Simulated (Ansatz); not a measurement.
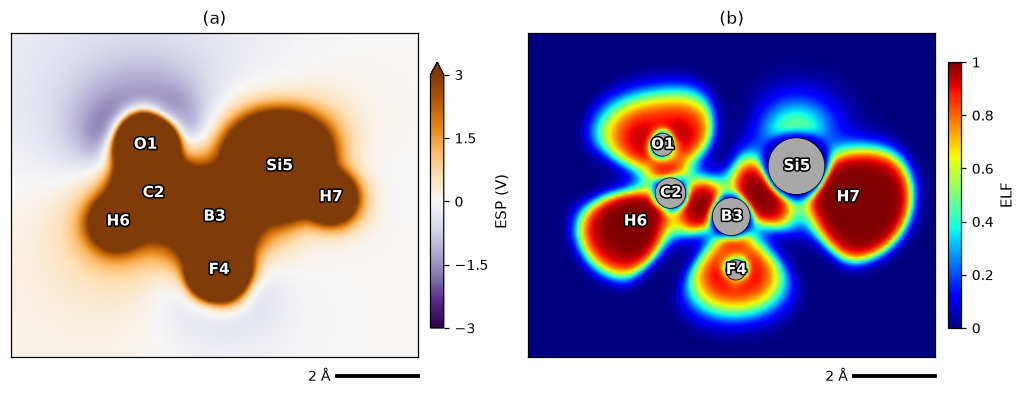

Figure 1: CH4BFOSi (SMILES O=CB(F)[SiH3]). (a) molecular electrostatic potential; (b) ELF on the plane of atoms B3, Si5 and H7. Grey discs cover the atomic cores in the ELF map.

Geometry: PBE0-D4/def2-TZVP.

Method: RKS PBE0-D4/def2-TZVPP (Ansatz 0.2.0).

```yaml
atoms:
  - { symbol: O, position_ang: [1.0903, 1.7028, 0.8255] }
  - { symbol: C, position_ang: [1.3944, 1.0543, -0.1484] }
  - { symbol: B, position_ang: [0.4962, -0.2001, -0.6070] }
  - { symbol: F, position_ang: [0.9430, -0.8906, -1.6402] }
  - { symbol: Si, position_ang: [-1.2190, -0.6774, 0.3791] }
  - { symbol: H, position_ang: [2.3081, 1.3262, -0.7284] }
  - { symbol: H, position_ang: [-1.9031, -1.8323, -0.2603] }
  - { symbol: H, position_ang: [-2.1324, 0.4960, 0.3755] }
  - { symbol: H, position_ang: [-0.8889, -1.0254, 1.7872] }
```

Interpret the plot.

Answer. Atoms in the plane: O, C, B, F, Si and H. C–O (1.21 Å): the ELF peaks at about 0.85 between the atoms (a short, multiple covalent bond). B–F (1.32 Å): the ELF peaks at about 0.85 between the atoms; a shared but strongly polarised pair. C–B (1.61 Å): the ELF peaks at about 1 between the atoms (a covalent bond). Si–B (2.04 Å): the ELF peaks at about 1 between the atoms; a covalent bond. C–H (1.12 Å): the ELF climbs to about 1 towards the hydrogen, as it does in any bond to H; a covalent bond by its length. The ELF also peaks beside F4 and O1, away from the bonds: lone-pair regions. Outside the dense part of the molecule the potential is most negative (−1.6 V) near O1.
